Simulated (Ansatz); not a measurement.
# GaNH2F2 (SMILES [NH2][Ga]([F])[F]): B3LYP/6-31G(d) (spherical functions)

What is the electronic atomisation energy of GaNH2F2 at B3LYP/6-31G* (spherical functions)? 

The results are computed with Ansatz 0.2.0.

62 further runs of the same task are left out: 1 that didn't finish, 61 set aside as unsound or not needed.

## (1) The molecule

The species is GaNH2F2 (6 atoms), meant as a singlet with charge 0. SMILES: `[NH2][Ga]([F])[F]`. The shape is that of a PBE0-D4/def2-TZVP optimisation.

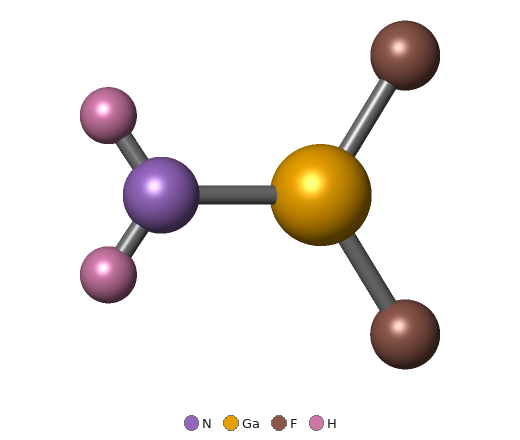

Viewed from a chosen angle; nitrogen purple, gallium amber, fluorine brown, hydrogen pink.

## (2) A single-point energy at B3LYP/6-31G(d) (spherical functions)

Input file run.yaml:

```yaml
crystal:
  periodic: [false, false, false]
  atoms:
    - symbol: N
      position_ang: [-0.297500, 0.963700, -0.172700]
    - symbol: Ga
      position_ang: [0.284200, -0.715300, 0.042000]
    - symbol: F
      position_ang: [1.685000, -1.101600, 0.997700]
    - symbol: F
      position_ang: [-0.455300, -2.067700, -0.763400]
    - symbol: H
      position_ang: [0.025100, 1.704800, 0.425700]
    - symbol: H
      position_ang: [-1.199500, 1.152100, -0.575400]
basis:
  gaussian: {orbitals: 6-31G_st_-spherical.json}
magnetization: {spin_polarized: false}
hamiltonian: {xc: {name: B3LYP}}
accuracy: high
output: {orbitals: {seedname: orbitals}}
```

The basis set 6-31G* is read from a file made from the Basis Set Exchange's data (not shown).

Started as:

```bash
$ ansatz run run.yaml --threads 1 --pin off --max-ram 3480MiB --events-out events.jsonl --progress --plain --runs-dir runs
```

Output:

```text
Warning: RAYON_NUM_THREADS=1 ignored (pool sized by the plan → 1); use --threads N
Functional definition: B3LYP
  name "B3LYP"
  parameter a0 = 0.2
  parameter ax = 0.72
  parameter ac = 0.81
  exchange = (1 - a0 - ax)*slater_x + ax*b88_x + a0*exact_x
  correlation = (1 - ac)*vwn_rpa_c + ac*lyp_c
1641 factors; integrals over basis functions are off by at most 4.5e-9 eV
mean field evaluation 1: about -59320.3288 eV, gradient 7.5e1 eV
mean field evaluation 2: about -59298.3906 eV, gradient 1.3e2 eV
mean field evaluation 4: about -59330.0155 eV, gradient 8.7e0 eV
mean field evaluation 8: about -59330.2322 eV, gradient 5.9e-1 eV
mean field evaluation 16: about -59330.2327 eV, gradient 3.3e-5 eV
mean field -59330.23269813 eV, -2180.3458361803 hartree, gradient 1.4e-8 eV, S^2 0.000000; 0 other end points of the search recorded, 0 dependent functions left out
reference -59330.23273684 eV, -2180.3458376029 hartree; 29, 29 occupied and 49, 49 virtual orbitals, 1641 factors
Total energy: -59330.23273684 eV, -2180.3458376029 hartree
```

Wall time 6.3 s (1 thread of Arm Neoverse V2, shared host); peak memory 0.25 GiB.

## (3) The F atom at the same level

Input file molecule.yaml:

```yaml
basis:
  gaussian:
    orbitals: 6-31G_st_-spherical.json
crystal:
  periodic: [false, false, false]
  atoms:
    - symbol: F
      position_ang: [0.000000, 0.000000, 0.000000]
magnetization:
  spin_polarized: true
  initial_magnetization: 1
hamiltonian:
  xc: {name: B3LYP}
accuracy: high
```

The basis set 6-31G* is read from a file made from the Basis Set Exchange's data (not shown).

Run the same way, it converges to -99.71458 Eh (log not shown).

## (4) The Ga atom at the same level

Input file in.yaml:

```yaml
basis:
  gaussian:
    orbitals: 6-31G_st_-spherical.json
crystal:
  periodic: [false, false, false]
  atoms:
    - {symbol: Ga, position_ang: [0.000000, 0.000000, 0.000000]}
magnetization:
  spin_polarized: true
  initial_magnetization: 1
hamiltonian:
  xc: {name: B3LYP}
accuracy: high
```

The basis set 6-31G* is read from a file made from the Basis Set Exchange's data (not shown).

Run the same way, it converges to -1924.58741 Eh (log not shown).

## (5) The H atom, same level

Input file molecule.yaml:

```yaml
basis:
  gaussian: {orbitals: "6-31G*"}
crystal:
  periodic: [false, false, false]
  atoms:
    - {symbol: H, position_ang: [0.000000, 0.000000, 0.000000]}
magnetization: {spin_polarized: true, initial_magnetization: 1}
hamiltonian: {xc: {name: B3LYP}}
accuracy: high
```

Run the same way, it converges to -0.50027 Eh (log not shown).

## (6) The N atom, same level

Input file molecule.yaml:

```yaml
basis:
  gaussian:
    orbitals: 6-31G_st_-spherical.json
crystal:
  periodic: [false, false, false]
  atoms:
    - {symbol: N, position_ang: [0.000000, 0.000000, 0.000000]}
magnetization:
  spin_polarized: true
  initial_magnetization: 3
hamiltonian:
  xc: {name: B3LYP}
accuracy: high
```

The basis set 6-31G* is read from a file made from the Basis Set Exchange's data (not shown).

Run the same way, it converges to -54.58288 Eh (log not shown).

## (7) Outcome

At B3LYP/6-31G* (spherical functions):

```
                     quantity           value
       molecule: total energy  -2180.34584 Eh
        molecule: HOMO energy        -7.75 eV
        molecule: LUMO energy        -1.42 eV
      molecule: HOMO–LUMO gap         6.32 eV
         F atom: total energy    -99.71458 Eh
                 F atom: ⟨S²⟩           0.751
        Ga atom: total energy  -1924.58741 Eh
                Ga atom: ⟨S²⟩           0.752
         H atom: total energy     -0.50027 Eh
                 H atom: ⟨S²⟩           0.750
         N atom: total energy    -54.58288 Eh
                 N atom: ⟨S²⟩           3.752
electronic atomisation energy       20.296 eV
```

In words: Taking the molecule apart into free atoms costs 20.30 eV (1958 kJ/mol), before zero-point energy and without spin-orbit coupling.
